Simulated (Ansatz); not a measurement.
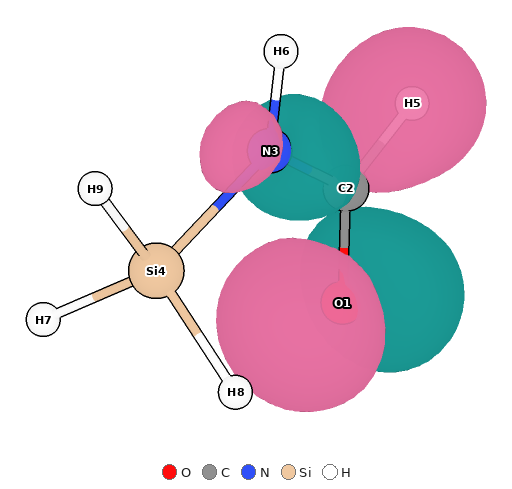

CH5NOSi. The HOMO−1 at ±0.15 Å⁻³ᐟ² (teal and pink are the two phases), seen at an oblique angle.

These are results of RHF/def2-SVP in Ansatz, not measurements.

```xyz
9

O     0.4237   -0.0287   -1.9768
C     0.7868    0.6827   -1.0966
N     0.3859    0.5440    0.1940
Si   -0.7339   -0.7307    0.6942
H     1.4841    1.5163   -1.2699
H     0.7575    1.2019    0.8498
H    -2.0361   -0.5923    0.0162
H    -0.1674   -2.0681    0.4389
H    -0.9007   -0.5250    2.1502
```

> Describe this orbital and give its energy.

By Hirshfeld shares it lies mainly on O1 (about 60 %), C2 (about 15 %), H5 (about 10 %) and N3 (about 10 %). Its energy is −11.98 eV.
